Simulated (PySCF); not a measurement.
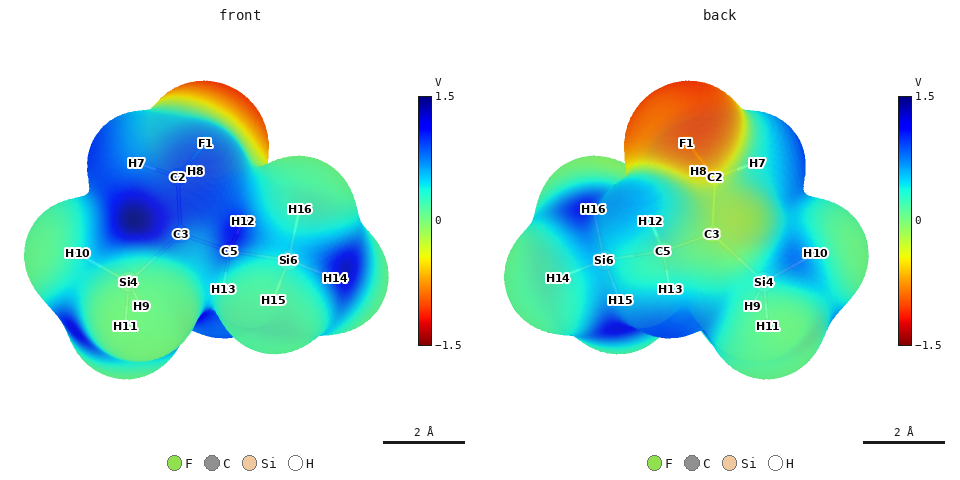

C₃H₁₀FSi₂ (SMILES FC[C]([SiH3])C[SiH3]) (doublet). The electrostatic potential painted on the density surface at 0.002 e/bohr³, seen from the front and from behind; red is negative and blue positive.

Geometry: GFN2-xTB.

Level of theory: UKS B3LYP, pcH-1 on C F H Si, non-relativistic, mean-field spin-orbit, GIAO (PySCF 2.14.0, density-fitted response routines).

```xyz
16

F    -0.6793    0.9224   -2.2727
C    -1.1285    0.8992   -0.9657
C    -0.5835   -0.2426   -0.1889
Si   -1.4717   -0.8070    1.3338
C     0.7433   -0.7366   -0.5597
Si    2.1322    0.4486    0.0755
H    -2.2230    0.8720   -1.0124
H    -0.8213    1.8687   -0.5390
H    -1.0848   -0.0492    2.5375
H    -2.9116   -0.6238    1.1304
H    -1.1485   -2.2172    1.5629
H     0.8607   -0.7863   -1.6446
H     0.9218   -1.7267   -0.1425
H     3.4212   -0.1255   -0.3097
H     2.0173    0.5540    1.5305
H     1.9481    1.7591   -0.5468
```

Which sites attract a positive test charge, and which a negative one?

A positive charge is drawn to the negative regions and a negative charge to the positive ones. The most negative region (about −1.0 V) lies over F1, the most positive (about +1.3 V) over C2, Si4 and Si6.
